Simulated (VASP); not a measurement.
Band structure of CdS (wurtzite). Calculation: optB86b-vdW, VASP's PBE PAW potentials (set 64) (plane waves; VASP).

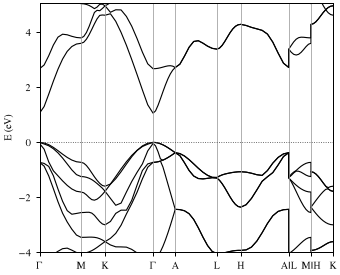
Bands along high-symmetry lines, zero at the valence-band maximum or, without a gap, the Fermi level

Problem. Read the plot: is there a gap, and where are the band edges?

Solution. The gap is direct, 1.06 eV, from the valence maximum at Γ to the conduction minimum at Γ. (Edges off the drawn lines would not show.)

Measured: gap 2.64 eV at 0 K (computed value off by -1.58 eV), as given by X. Ren et al., All-electron periodic G0W0 implementation with numerical atomic orbital basis functions: algorithm and benchmarks (2021), arXiv:2011.01400 [zero-point renormalisation of 0.068 eV removed from the gap extrapolated to 0 K (as printed)].

The compound is CdS in the wurtzite structure. It was relaxed first.
